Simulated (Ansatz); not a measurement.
## Geometry relaxation of Si₂H₇OF₃ (part 3 of 3)

Si₂H₇OF₃; RKS PBE0-D4/def2-TZVP (Ansatz 0.2.0). The geometry is a transition state displaced along its imaginary mode. The reaction was set up to form Si1–O7, H6–F9 and Si2–H8 and to break Si1–Si2, H6–O7 and H8–F9 (atoms counted from 1 in the order of the input); sticks are drawn by distance alone.

Geometry of the input (Å):
```
Si -1.1387  0.1571  -0.2673
Si 1.0808  -0.8992  -0.8416
F  -1.5321  -1.0275  -1.3044
F  -1.3495  1.4064  -1.2450
H  -2.1595  -0.1239  0.7701
H  0.1155  0.9031  1.6903
O  -0.4485  1.4905  1.0153
H  0.4713  -0.6146  1.0346
F  0.5733  -0.4083  1.8805
H  0.9168  -2.3328  -1.0253
H  0.9382  -0.1392  -2.0775
H  2.4554  -0.6202  -0.2706
H  0.0769  2.2086  0.6410
```

Trajectory as extended XYZ, continued
```
13
Properties=species:S:1:pos:R:3:forces:R:3 step=21 energy=-26059.29323
Si   -1.4076   -0.0985   -0.7828   -0.0701  -0.0647  -0.0249
Si    0.7738   -0.9153   -1.0447    0.1340   0.0042  -0.1051
F    -2.3314   -0.9750   -1.7612    0.0805   0.0550   0.0815
F    -1.5757    1.3899   -1.3385   -0.0106  -0.0164  -0.0135
H    -2.0313   -0.2124    0.5518   -0.0009   0.0134  -0.0075
H     0.2844    1.2707    1.6662    0.0488  -0.0529  -0.0604
O     0.1628    1.4584    0.7266   -0.0732   0.1169   0.1460
H     1.3755   -0.6619    1.8845   -0.0131   0.0343   0.0503
F     1.1803   -0.2235    2.6832   -0.0031  -0.0327  -0.0456
H     0.7794   -2.2291   -1.7563    0.0003   0.1151   0.0588
H     1.6303    0.0558   -1.7854   -0.0744  -0.0969   0.0907
H     1.4269   -1.1765    0.2830   -0.0666   0.0073  -0.0787
H    -0.2675    2.3174    0.6736    0.0484  -0.0825  -0.0916
13
Properties=species:S:1:pos:R:3:forces:R:3 step=22 energy=-26059.29662
Si   -1.4059   -0.1126   -0.7519   -0.0749  -0.0396  -0.1422
Si    0.7806   -0.8958   -1.0654    0.1666  -0.0463   0.0441
F    -2.3444   -1.0153   -1.6924    0.0702   0.0568   0.1030
F    -1.6016    1.3645   -1.3303   -0.0269   0.0112   0.0005
H    -2.0018   -0.2028    0.5988    0.0375  -0.0103  -0.0282
H     0.3131    1.3007    1.6360    0.0337  -0.0930  -0.0519
O     0.1950    1.4573    0.6905    0.0455  -0.0656   0.1840
H     1.3420   -0.6639    1.8893   -0.0493   0.0426   0.0971
F     1.1066   -0.2360    2.6840    0.0410  -0.0457  -0.1056
H     0.8081   -2.1741   -1.8412   -0.0051   0.1422   0.0653
H     1.6821    0.1062   -1.7103   -0.1516  -0.1242   0.0945
H     1.3606   -1.2373    0.2827   -0.0211   0.0168  -0.1317
H    -0.2346    2.3092    0.6102   -0.0656   0.1549  -0.1289
13
Properties=species:S:1:pos:R:3:forces:R:3 step=23 energy=-26059.30060
Si   -1.4047   -0.1161   -0.7458   -0.1190  -0.0915  -0.0451
Si    0.7866   -0.8882   -1.0513    0.1337   0.0092  -0.0568
F    -2.3488   -1.0460   -1.6539    0.0909   0.0762   0.0875
F    -1.6350    1.3509   -1.3394    0.0354  -0.0320   0.0240
H    -1.9704   -0.1983    0.6184    0.0024   0.0040  -0.0369
H     0.3254    1.3147    1.6230    0.0274  -0.0742  -0.0692
O     0.2111    1.4500    0.6734   -0.0170   0.0862   0.1592
H     1.2558   -0.6949    1.8843   -0.0323   0.1451   0.2495
F     1.1004   -0.2273    2.6803    0.0316  -0.1563  -0.2666
H     0.8215   -2.1301   -1.8813    0.0075   0.1096   0.0711
H     1.6731    0.1497   -1.6544   -0.0994  -0.1344   0.0764
H     1.3714   -1.2818    0.2808   -0.0621   0.0418  -0.1010
H    -0.1865    2.3175    0.5660    0.0009   0.0163  -0.0921
13
Properties=species:S:1:pos:R:3:forces:R:3 step=24 energy=-26059.30343
Si   -1.4081   -0.1198   -0.7411   -0.0958  -0.0464  -0.0615
Si    0.7839   -0.8888   -1.0412    0.0825   0.0237  -0.0407
F    -2.3473   -1.0485   -1.6539    0.0694   0.0554   0.0722
F    -1.6297    1.3470   -1.3381    0.0153  -0.0312   0.0126
H    -1.9829   -0.1998    0.6183    0.0095   0.0078  -0.0151
H     0.3178    1.3140    1.6204    0.0220  -0.0565  -0.0483
O     0.2108    1.4619    0.6723   -0.0425   0.1130   0.1144
H     1.2869   -0.6975    1.8585   -0.0788   0.1538   0.2637
F     1.0828   -0.2484    2.6551    0.0693  -0.1504  -0.2547
H     0.8304   -2.1284   -1.8679   -0.0017   0.0527   0.0443
H     1.6674    0.1465   -1.6409   -0.0509  -0.0697   0.0418
H     1.3634   -1.2745    0.2911   -0.0246   0.0072  -0.0657
H    -0.1755    2.3362    0.5674    0.0264  -0.0593  -0.0628
13
Properties=species:S:1:pos:R:3:forces:R:3 step=25 energy=-26059.30259 accepted=F
Si   -1.4166   -0.1240   -0.7353    0.1226  -0.0204   0.0624
Si    0.7864   -0.8630   -1.0311   -0.0302  -0.0898  -0.1011
F    -2.3403   -1.0601   -1.6443   -0.0747  -0.0420  -0.0350
F    -1.6372    1.3411   -1.3312   -0.0309   0.0491  -0.0264
H    -1.9882   -0.1991    0.6257   -0.0055   0.0043  -0.0130
H     0.3073    1.3164    1.6114    0.0371  -0.0602   0.0492
O     0.2276    1.4458    0.6601    0.0002   0.0242   0.0555
H     1.2775   -0.7114    1.8709   -0.0498   0.0950   0.1495
F     1.0695   -0.2669    2.6659    0.0348  -0.0810  -0.1449
H     0.8347   -2.1006   -1.8602    0.0048   0.0402   0.0197
H     1.6540    0.1721   -1.6479   -0.0068  -0.0323   0.0734
H     1.3599   -1.2734    0.2930    0.0217   0.0521  -0.0264
H    -0.1349    2.3232    0.5229   -0.0232   0.0608  -0.0628
13
Properties=species:S:1:pos:R:3:forces:R:3 step=26 energy=-26059.30638
Si   -1.4066   -0.1236   -0.7349   -0.0106   0.0009  -0.0041
Si    0.7879   -0.8814   -1.0465    0.0098  -0.0073  -0.0003
F    -2.3475   -1.0593   -1.6322    0.0000  -0.0014   0.0051
F    -1.6305    1.3399   -1.3380    0.0019  -0.0072  -0.0009
H    -1.9718   -0.1928    0.6283    0.0032  -0.0033  -0.0046
H     0.3128    1.3173    1.6237    0.0026  -0.0023  -0.0034
O     0.2142    1.4589    0.6749    0.0083   0.0063   0.0126
H     1.2583   -0.6988    1.8559   -0.0101   0.0211   0.0442
F     1.0659   -0.2617    2.6563    0.0039  -0.0208  -0.0396
H     0.8376   -2.1175   -1.8734   -0.0029   0.0162   0.0078
H     1.6668    0.1541   -1.6403   -0.0047  -0.0039   0.0026
H     1.3671   -1.2710    0.2810   -0.0014  -0.0017  -0.0143
H    -0.1542    2.3359    0.5452    0.0001   0.0033  -0.0051
13
Properties=species:S:1:pos:R:3:forces:R:3 step=27 energy=-26059.30687
Si   -1.4035   -0.1279   -0.7271    0.0018  -0.0079  -0.0084
Si    0.7922   -0.8765   -1.0507   -0.0038   0.0046   0.0076
F    -2.3473   -1.0703   -1.6142    0.0000   0.0039   0.0049
F    -1.6354    1.3331   -1.3326   -0.0062  -0.0029  -0.0019
H    -1.9572   -0.1970    0.6406   -0.0014   0.0041   0.0011
H     0.3149    1.3244    1.6189   -0.0022   0.0019   0.0001
O     0.2277    1.4640    0.6689    0.0092   0.0048   0.0055
H     1.2360   -0.7061    1.8604   -0.0037  -0.0021   0.0021
F     1.0260   -0.2735    2.6576   -0.0008   0.0010  -0.0005
H     0.8385   -2.1091   -1.8809    0.0044  -0.0005  -0.0035
H     1.6639    0.1638   -1.6459    0.0001  -0.0031  -0.0015
H     1.3782   -1.2675    0.2729    0.0028  -0.0016  -0.0065
H    -0.1343    2.3427    0.5320   -0.0003  -0.0021   0.0011
13
Properties=species:S:1:pos:R:3:forces:R:3 step=28 energy=-26059.30723
Si   -1.3973   -0.1335   -0.7131    0.0028  -0.0208  -0.0250
Si    0.7992   -0.8694   -1.0576   -0.0048   0.0164   0.0150
F    -2.3469   -1.0881   -1.5814    0.0057   0.0138   0.0092
F    -1.6433    1.3221   -1.3257   -0.0106  -0.0011   0.0026
H    -1.9335   -0.1982    0.6616   -0.0003   0.0129   0.0058
H     0.3158    1.3362    1.6124   -0.0036   0.0097  -0.0146
O     0.2514    1.4752    0.6603   -0.0006   0.0079   0.0074
H     1.1909   -0.7252    1.8638    0.0040  -0.0077  -0.0208
F     0.9683   -0.2905    2.6556   -0.0060   0.0064   0.0187
H     0.8459   -2.0970   -1.8931    0.0009  -0.0193  -0.0130
H     1.6611    0.1768   -1.6558    0.0024   0.0033  -0.0033
H     1.3968   -1.2617    0.2600    0.0059  -0.0018   0.0063
H    -0.1087    2.3533    0.5133    0.0041  -0.0197   0.0117
13
Properties=species:S:1:pos:R:3:forces:R:3 step=29 energy=-26059.30735
Si   -1.3931   -0.1345   -0.7082   -0.0105  -0.0315  -0.0023
Si    0.8039   -0.8662   -1.0592   -0.0032   0.0149  -0.0036
F    -2.3486   -1.0960   -1.5624    0.0173   0.0185   0.0080
F    -1.6477    1.3173   -1.3260   -0.0015  -0.0010   0.0045
H    -1.9173   -0.1926    0.6718   -0.0033   0.0130  -0.0011
H     0.3167    1.3401    1.6097   -0.0090   0.0094  -0.0235
O     0.2630    1.4796    0.6568    0.0031   0.0060   0.0146
H     1.1724   -0.7288    1.8605    0.0046  -0.0158  -0.0265
F     0.9359   -0.3040    2.6534   -0.0047   0.0135   0.0222
H     0.8483   -2.0928   -1.8969    0.0030  -0.0164  -0.0085
H     1.6605    0.1823   -1.6616    0.0007  -0.0016   0.0012
H     1.4089   -1.2591    0.2552   -0.0005   0.0039   0.0043
H    -0.1032    2.3547    0.5070    0.0039  -0.0128   0.0108
13
Properties=species:S:1:pos:R:3:forces:R:3 step=30 energy=-26059.30750
Si   -1.3886   -0.1360   -0.7010   -0.0146  -0.0187  -0.0144
Si    0.8082   -0.8639   -1.0619   -0.0010   0.0050   0.0054
F    -2.3473   -1.1023   -1.5462    0.0172   0.0150   0.0113
F    -1.6464    1.3124   -1.3254   -0.0036   0.0034   0.0054
H    -1.9084   -0.1845    0.6814    0.0042   0.0058  -0.0057
H     0.3137    1.3422    1.6075   -0.0030   0.0055  -0.0238
O     0.2731    1.4859    0.6545    0.0004  -0.0021   0.0221
H     1.1536   -0.7354    1.8515    0.0021  -0.0052  -0.0066
F     0.9149   -0.3155    2.6470   -0.0019   0.0041   0.0040
H     0.8518   -2.0932   -1.8972    0.0027  -0.0035   0.0006
H     1.6618    0.1853   -1.6685   -0.0073  -0.0078   0.0053
H     1.4161   -1.2520    0.2530    0.0043   0.0008  -0.0061
H    -0.1026    2.3569    0.5053    0.0003  -0.0024   0.0027
13
Properties=species:S:1:pos:R:3:forces:R:3 step=31 energy=-26059.30756
Si   -1.3877   -0.1347   -0.7007   -0.0122  -0.0081   0.0030
Si    0.8083   -0.8659   -1.0598    0.0074   0.0025  -0.0031
F    -2.3461   -1.1004   -1.5458    0.0081   0.0059   0.0035
F    -1.6450    1.3138   -1.3252    0.0013  -0.0001   0.0009
H    -1.9082   -0.1805    0.6815    0.0032   0.0013  -0.0054
H     0.3102    1.3422    1.6076    0.0018   0.0012  -0.0088
O     0.2724    1.4887    0.6553    0.0004  -0.0069   0.0081
H     1.1525   -0.7389    1.8462    0.0026  -0.0001  -0.0037
F     0.9168   -0.3172    2.6418   -0.0036   0.0004   0.0048
H     0.8534   -2.0971   -1.8929   -0.0023   0.0039   0.0032
H     1.6593    0.1836   -1.6689   -0.0024  -0.0059   0.0013
H     1.4217   -1.2514    0.2533   -0.0022   0.0018  -0.0033
H    -0.1078    2.3579    0.5077   -0.0023   0.0042  -0.0005
13
Properties=species:S:1:pos:R:3:forces:R:3 step=32 energy=-26059.30758
Si   -1.3874   -0.1346   -0.7000   -0.0078  -0.0046   0.0023
Si    0.8086   -0.8655   -1.0602    0.0059  -0.0013  -0.0009
F    -2.3453   -1.1005   -1.5452    0.0048   0.0035   0.0021
F    -1.6449    1.3139   -1.3244    0.0004   0.0010   0.0002
H    -1.9078   -0.1801    0.6822    0.0031   0.0002  -0.0044
H     0.3106    1.3422    1.6074    0.0001  -0.0001  -0.0048
O     0.2728    1.4890    0.6552    0.0014  -0.0054   0.0050
H     1.1541   -0.7379    1.8459   -0.0009   0.0000  -0.0007
F     0.9120   -0.3195    2.6414    0.0000   0.0002   0.0014
H     0.8525   -2.0978   -1.8918   -0.0016   0.0038   0.0026
H     1.6599    0.1826   -1.6711   -0.0026  -0.0034   0.0004
H     1.4230   -1.2498    0.2527   -0.0011   0.0016  -0.0025
H    -0.1085    2.3578    0.5080   -0.0019   0.0043  -0.0008
13
Properties=species:S:1:pos:R:3:forces:R:3 step=33 energy=-26059.30759
Si   -1.3866   -0.1347   -0.6991   -0.0025  -0.0014   0.0015
Si    0.8094   -0.8648   -1.0606    0.0017  -0.0034  -0.0004
F    -2.3443   -1.1009   -1.5440    0.0020   0.0017   0.0009
F    -1.6451    1.3138   -1.3232   -0.0003   0.0012  -0.0001
H    -1.9062   -0.1803    0.6832    0.0017  -0.0004  -0.0024
H     0.3111    1.3423    1.6070   -0.0003   0.0000  -0.0017
O     0.2737    1.4894    0.6549    0.0014  -0.0033   0.0023
H     1.1507   -0.7384    1.8455   -0.0009   0.0005   0.0018
F     0.9082   -0.3210    2.6415    0.0007  -0.0006  -0.0021
H     0.8515   -2.0980   -1.8907    0.0001   0.0020   0.0015
H     1.6600    0.1821   -1.6741   -0.0016  -0.0006  -0.0002
H     1.4257   -1.2474    0.2518   -0.0007   0.0015  -0.0006
H    -0.1083    2.3579    0.5078   -0.0012   0.0029  -0.0005
```

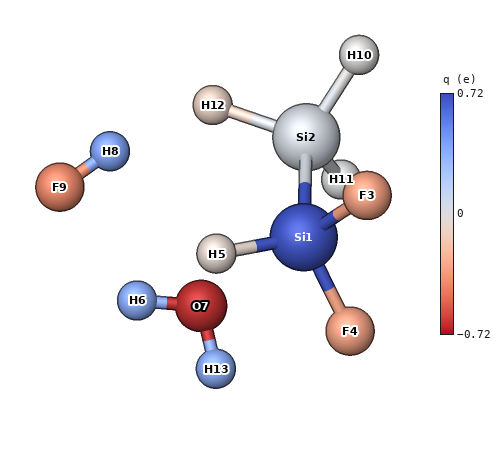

Fig. 1: Mulliken charges, as the colour of each atom (ball-and-stick view, seen at a tilt; atoms are numbered from 1 in the order of the input; Mulliken charges depend strongly on the basis). By element: Si +0.03 to +0.68, F −0.40 to −0.31, H −0.09 to +0.39 and O −0.65 e.
